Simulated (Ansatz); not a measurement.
Amorphous Si30N41B

It comes from a melt-quench run on a machine-learned potential (CHGNet), relaxed afterwards by DFT. N atoms were pushed apart under 1.9 Å during the dynamics, to hinder bonds among them. The hot cell started wider than the set density and was brought back towards it in steps. It is the lowest in DFT energy of 2 quenches. It is a model cell: composition and starting density were chosen by hand, and all elements were melted together. No dispersion term was used.

Methods: PBE, scalar-relativistic without spin-orbit coupling (Ansatz, a program for electronic structure); r2SCAN, scalar-relativistic without spin-orbit coupling (Ansatz); HSE06, scalar-relativistic without spin-orbit coupling (Ansatz). Geometry, pressure, stress and energy are those of the PBE run. Its sampling: a 2×2×2 Γ-centred mesh; Fermi-Dirac width 0.02 eV; no spin polarisation. Other functionals are single points at the zone centre (r2SCAN at 500 eV; exact exchange cut at the cell's faces), free to take moments where seeds were set. At PBE the levels at the filled edge of the gap are localised (band-tail or defect states).

The number of atoms in the cell comes out as 72. The density (held, not predicted) is 2.92 g/cm³ and the volume per atom is 76.1 bohr³. The pressure on a 2×2×2 Γ-centred mesh is -31.5 kbar and the largest force and stress component on that mesh (the relaxation ran on the zone centre alone) is 0.08 eV/Å and 3.2 GPa. The energy relative to beta Si3N4 + bulk hexagonal BN (AA') (lowest mix at this level among the phases computed, not always the ambient ones) is 0.381 eV/atom, the level gap on a 2×2×2 Γ-centred mesh (PBE) is 2.27 eV and the level gap at the zone centre (PBE) is 2.32 eV. The level gap at the zone centre (r2SCAN) is 2.77 eV. The level gap at the zone centre (HSE06) comes out as 3.68 eV.

Cut-offs for bonds: Si-Si 2.60 Å, Si-N 2.16 Å, Si-B 2.28 Å, N-N 1.70 Å, N-B 1.86 Å, B-B 1.97 Å. Two cations that share two anions don't count as bonded, nor two that share one unless they lie closer than Si-Si 2.38 Å, Si-B 2.09 Å, B-B 1.80 Å.

```json
{
 "Mean coordination of Si by anions": "4.03 (29 with 4, 1 with 5)",
 "Mean coordination of N": "3.02 (40 with 3, 1 with 4)",
 "Mean coordination of B by anions": "3.00 (1 with 3)",
 "Mean Si-N bond": "1.781 Å (spread 0.067 Å, 121 counted)",
 "Mean N-B bond": "1.448 Å (spread 0.035 Å, 3 counted)"
}
```

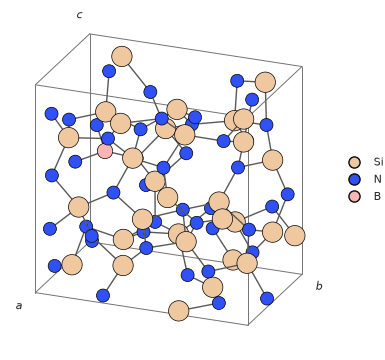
*The relaxed cell*

Its density started from a set value of 2.92 g/cm³. The simulated quench (nominally 450 K/ps over its main leg) is rapid and tends to freeze in more defects than a deposited or slowly cooled glass has. One small periodic cell is one sample of the glass; other quenches scatter about these values. The volume was held where the preparation left it and the shape relaxed, at a PBE pressure of -3.2 GPa (tension). Stress components on the final sampling reach 3.2 GPa.
